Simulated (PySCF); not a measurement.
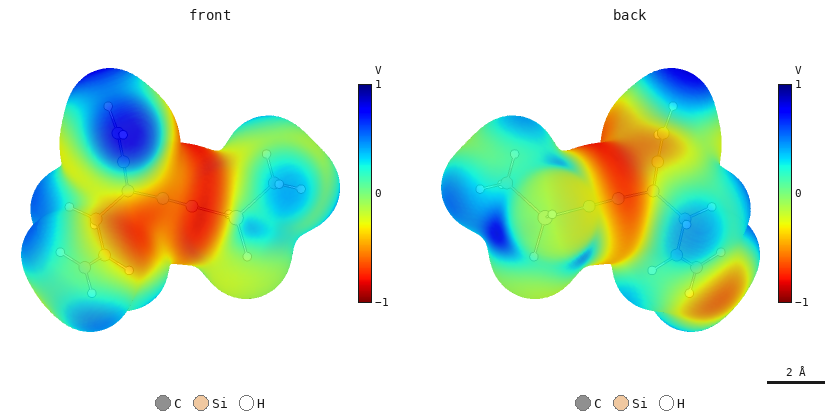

*C$_{9}$H$_{12}$Si. The electrostatic potential painted on the density surface at 0.001 e/bohr³, seen from the front and from behind; red is negative and blue positive.*

Geometry: GFN2-xTB.

Theory: PySCF, PBE0/pcSseg-1, SCF density, gas phase, non-relativistic.

```yaml
atoms:
  - { symbol: C, position_ang: [-1.0867, 3.1557, 0.8710] }
  - { symbol: C, position_ang: [-0.9825, 1.9928, 0.3169] }
  - { symbol: C, position_ang: [-0.9153, 0.8221, -0.2628] }
  - { symbol: C, position_ang: [0.3059, 0.1191, -0.3864] }
  - { symbol: C, position_ang: [1.3210, -0.5234, -0.5301] }
  - { symbol: Si, position_ang: [2.8718, -1.4966, -0.7586] }
  - { symbol: C, position_ang: [4.2950, -0.5875, 0.1066] }
  - { symbol: C, position_ang: [-2.1519, 0.1297, -0.8092] }
  - { symbol: C, position_ang: [-2.5236, -0.9996, 0.1004] }
  - { symbol: C, position_ang: [-3.6129, -1.0195, 0.8447] }
  - { symbol: H, position_ang: [-1.2798, 3.2664, 1.9274] }
  - { symbol: H, position_ang: [-0.9751, 4.0698, 0.3075] }
  - { symbol: H, position_ang: [2.6792, -2.8290, -0.1675] }
  - { symbol: H, position_ang: [3.1412, -1.6093, -2.1993] }
  - { symbol: H, position_ang: [4.4499, 0.3996, -0.3202] }
  - { symbol: H, position_ang: [4.0952, -0.4584, 1.1667] }
  - { symbol: H, position_ang: [5.2263, -1.1392, 0.0102] }
  - { symbol: H, position_ang: [-1.9228, -0.2573, -1.8059] }
  - { symbol: H, position_ang: [-2.9693, 0.8489, -0.8792] }
  - { symbol: H, position_ang: [-1.8072, -1.8100, 0.1415] }
  - { symbol: H, position_ang: [-4.3296, -0.2140, 0.8224] }
  - { symbol: H, position_ang: [-3.8393, -1.8406, 1.5032] }
```

Describe the electrostatic potential map.

Answer. The most negative region (about −0.8 V) lies over C4, C5 and C9, the most positive (about +0.8 V) over Si6, H11 and H12.

What dipole moment does the calculation give?

Answer. Its dipole moment is 0.92 D.
